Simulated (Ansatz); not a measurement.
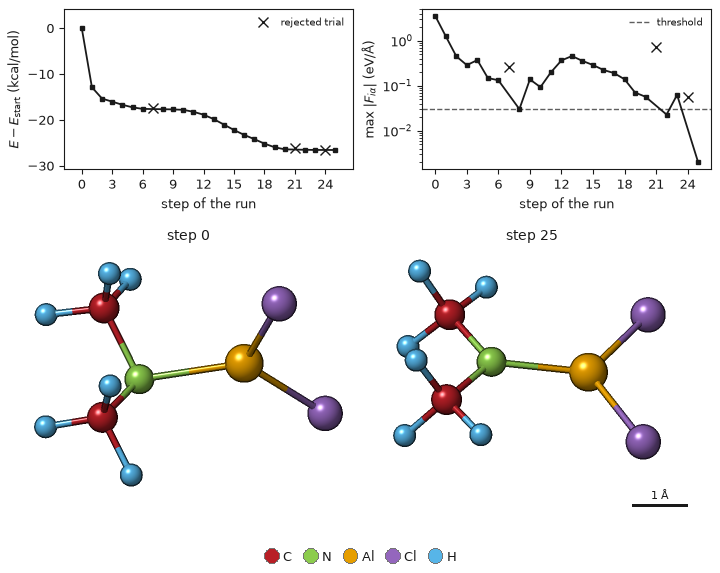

First and last geometry of a relaxation of C2H6AlCl2N (coarse preliminary run), with the history of the run. Style: ball-and-stick. Shown at a tilt.

The start comes from a force field.

Computed with RKS PBE-D4/def2-SVP (Ansatz).

Input
```yaml
crystal:
  periodic: [false, false, false]
  atoms:
    - {symbol: C, position_ang: [-1.220300, -0.704500, 0.191800]}
    - {symbol: N, position_ang: [0.103800, -0.278200, 0.512100]}
    - {symbol: C, position_ang: [1.010800, -0.870600, -0.460100]}
    - {symbol: Al, position_ang: [0.354600, 1.662300, 0.494000]}
    - {symbol: Cl, position_ang: [0.879000, 2.713600, 2.319500]}
    - {symbol: Cl, position_ang: [-0.119200, 2.795600, -1.361800]}
    - {symbol: H, position_ang: [-1.350700, -1.762500, 0.227200]}
    - {symbol: H, position_ang: [-1.515500, -0.291200, -0.843900]}
    - {symbol: H, position_ang: [-1.970600, -0.215200, 0.966700]}
    - {symbol: H, position_ang: [0.838300, -0.526700, -1.461100]}
    - {symbol: H, position_ang: [2.078000, -0.605300, -0.154800]}
    - {symbol: H, position_ang: [0.988900, -1.972500, -0.395600]}
basis:
  gaussian: {orbitals: def2-SVP}
hamiltonian: {xc: pbe, dispersion: d4}
relax: {f_tol: 0.03, max_steps: 200}
```

Launched with:
```bash
ansatz run in.yaml --threads 4 --pin off --events-out ev --progress --plain --max-ram 11315MiB
```

Did the run converge, and what did it change?

It converged. After 22 accepted moves (25 points after the start) the energy has fallen by 26.5 kcal/mol. The largest force component goes from 3.5 to 0.002 eV/Å. The line search rejected the trial steps at points 7, 21, 24 of the run. The forces were under the threshold at step 22, but the run went on from there. The largest move after the best rigid fit is that of Cl6, 2.58 Å. Largest moves by element: Cl 2.58 Å, H 1.18 Å, N 0.59 Å, C 0.52 Å, Al 0.17 Å. Some distances before and after: N2–Al4 1.957 → 1.780 Å, Al4–Cl6 2.225 → 2.107 Å, C1–H9 1.184 → 1.108 Å, Al4–Cl5 2.171 → 2.107 Å. Bond angles that change, for instance: C3–N2–Al4 108.5° → 123.2°, C1–N2–Al4 114.4° → 123.2°, C1–N2–C3 107.9° → 113.6°. The run took 23 s on 4 threads of Intel Xeon 6975P-C (shared host).
